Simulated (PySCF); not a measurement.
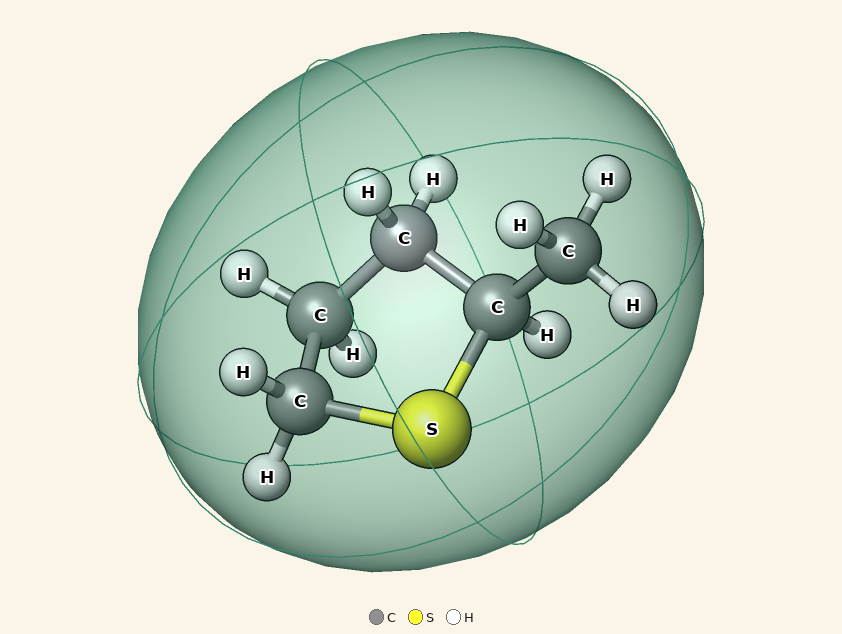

The ellipsoid shows the static dipole polarisability: its half-axes are proportional to the principal values. The computed structure is the end point of a PBE0-D3(BJ)/def2-SVP optimisation. No frequency run is at hand to confirm it as a minimum. Method: CAM-B3LYP/def2-SVPD (PySCF 2.14.0).

Question: How large and how anisotropic is the polarisability?

Answer: Principal values 67.4, 80.7, 88.3 bohr³; mean 78.8 bohr³ (11.67 Å³); anisotropy 18.3 bohr³, so the longest axis is 1.31 times the shortest.
